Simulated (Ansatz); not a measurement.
SnH₅O₃F: several calculations on one system

**1. Relaxation**

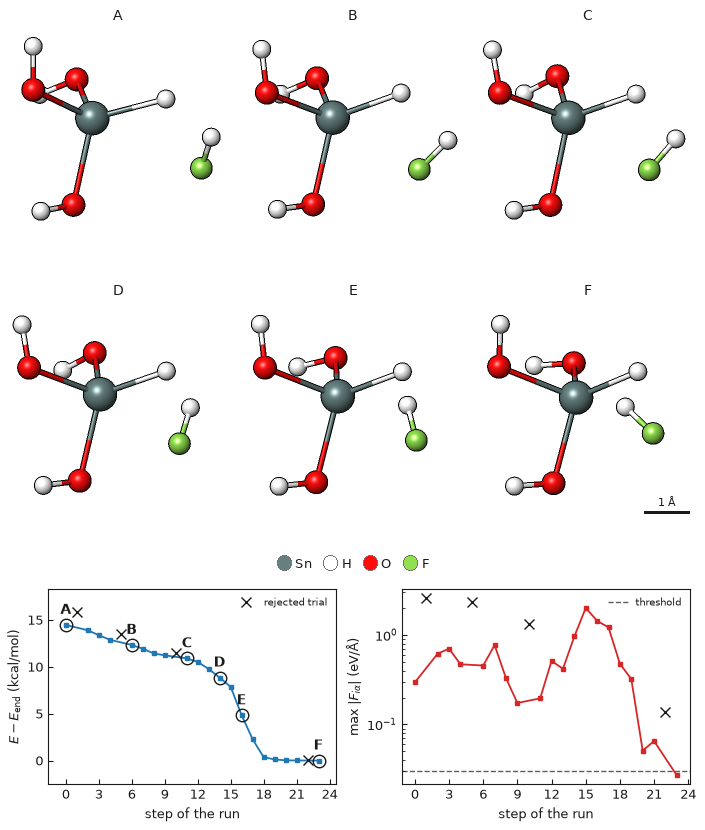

Frames of a relaxation of SnH$_{5}$O$_{3}$F, marked on the history of the run. Style: ball-and-stick. Shown at a tilt.

The run prepares an end point of a later path (reaction) calculation, from a guessed geometry.

Theory: RKS r2SCAN-D4/def2-SVP in Ansatz. (no spin polarisation; force threshold 0.03 eV/Å; at most 50 steps)

Question: What happens along the run?

Answer: After 19 accepted moves (23 points after the start) the energy has fallen by 14.5 kcal/mol. Largest force component: 0.3 eV/Å at the start, 0.027 eV/Å at the end. The line search rejected the trial steps at points 1, 5, 10, 22 of the run. The atom that moves furthest after the best rigid fit is an H atom (1.56 Å). By element the largest moves are H 1.56 Å, O 0.64 Å, F 0.48 Å, Sn 0.41 Å. Near-neighbour distances that change, for instance: F–Sn 3.065 → 2.492 Å, H–Sn 2.834 → 2.398 Å, O–Sn 1.976 → 2.043 Å, F–H 0.927 → 0.984 Å. Bond angles that change, for instance: O–Sn–O 110.3° → 101.7°, H–Sn–O 116.1° → 122.5°, H–Sn–O 104.9° → 109.8°. Groups turn about O–Sn by about 25°. From step 0 to 6: the F atom moves most (0.38 Å), energy −2.14 kcal/mol. From step 6 to 11: an H atom moves most (0.38 Å), energy −1.43 kcal/mol. From step 11 to 14: an H atom moves most (0.44 Å), energy −2.05 kcal/mol. From step 14 to 16: an H atom moves most (0.38 Å), energy −4.03 kcal/mol. From step 16 to 23: an H atom moves most (0.37 Å), energy −4.82 kcal/mol.

**2. Relaxation**

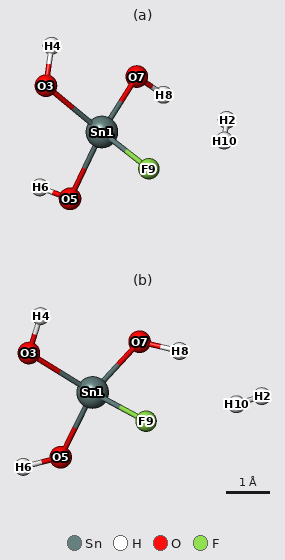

The structure of SnH5O3F before (top) and after (bottom) a relaxation, at one scale.

A ball-and-stick model, seen at a tilt.

The run prepares an end point of a later path (reaction) calculation, from a guessed geometry.

Level of theory: Ansatz, RKS r2SCAN-D4/def2-SVP.

The input:
```yaml
crystal:
  periodic: [false, false, false]
  atoms:
    - { symbol: Sn, position_ang: [0.26504, 0.398844, -0.273717] }
    - { symbol: H, position_ang: [-0.125616, -0.316171, 2.558648] }
    - { symbol: O, position_ang: [1.736612, -0.033686, -1.50318] }
    - { symbol: H, position_ang: [1.907807, -0.987718, -1.47379] }
    - { symbol: O, position_ang: [-1.137867, 1.551999, -1.032122] }
    - { symbol: H, position_ang: [-1.501178, 1.158626, -1.839745] }
    - { symbol: O, position_ang: [-0.41638, -1.380328, 0.255277] }
    - { symbol: H, position_ang: [-1.205145, -1.310922, 0.813932] }
    - { symbol: F, position_ang: [0.960843, 1.551646, 1.06425] }
    - { symbol: H, position_ang: [0.160585, 0.33871, 2.615146] }
basis:
  gaussian: { orbitals: def2-SVP }
hamiltonian:
  xc: r2scan
  dispersion: d4
relax:
  f_tol: 0.03
  max_steps: 50
output:
  orbitals: {}
```

Run as
```bash
ansatz run input.yaml --threads 4 --pin off --max-ram 5120MiB --backend cpu --events-out ev --progress --plain --runs-dir out
```

**Summarise the run.**

The largest move after the best rigid fit is that of H2, 0.87 Å. Largest moves by element: H 0.87 Å, O 0.53 Å, F 0.36 Å, Sn 0.34 Å. Among the contacts that change: Sn1–F9 1.898 → 1.944 Å, H2–H10 0.717 → 0.760 Å, Sn1–O7 1.977 → 1.964 Å, Sn1–O5 1.968 → 1.960 Å. Among the angles between lasting bonds that change: O7–Sn1–F9 119.0° → 103.5°, O3–Sn1–O7 103.1° → 113.3°, O5–Sn1–F9 100.2° → 108.7°. Groups turn about Sn1–O5 by about 75°, Sn1–O7 by about 45°, Sn1–O3 by about 35°. After 20 accepted moves (27 points after the start) the energy has fallen by 4.62 kcal/mol. The largest force component goes from 1.6 to 0.0068 eV/Å. The line search rejected the trial steps at points 7, 10, 15, 16, 19, 22, 24 of the run. The forces were under the threshold at step 9, but the run went on from there. The run took 45 s on 4 threads of Arm Neoverse V2 (shared host), peak memory 0.18 GiB.

**3. Path**

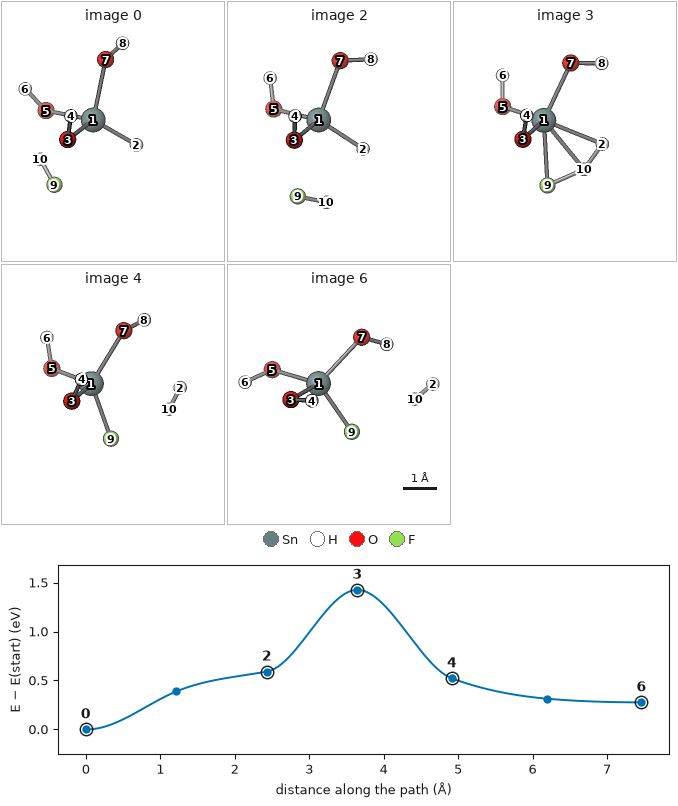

A nudged-elastic-band calculation for SnH$_{5}$O$_{3}$F. Images are numbered from 0 (start) to 6 (end). The picture is a ball-and-stick view, seen from a free direction.

Method: Ansatz 0.2.0, RKS r2SCAN-D4/def2-SVP. Run with 5 movable images; climbing image; force threshold 0.05 eV/Å; iteration limit 60; starting path through a guess of the saddle point.

Describe the mechanism and the energy profile.

Answer. Forward barrier 1.43 eV, backward barrier 1.15 eV, with image 3 at the top; the reaction energy is +0.28 eV. Breaking: F9–H10 (0.98 → 1.23 at the top → 2.36 Å), Sn1–H2 (1.70 → 2.02 at the top → 3.97 Å). Forming: H2–H10 (3.05 → 0.98 at the top → 0.76 Å), Sn1–F9 (2.49 → 2.12 at the top → 1.94 Å). The band converged in 14 iterations. The largest component of the band force went from 62 to 0.015 eV/Å. The climbing image converged on the top of the path. Its vibrational analysis gives 2 imaginary modes over 30i cm⁻¹, so it isn't confirmed as a transition state.

The run took 120 s on 4 threads of Arm Neoverse V2, on a shared host, peak memory 0.18 GiB.
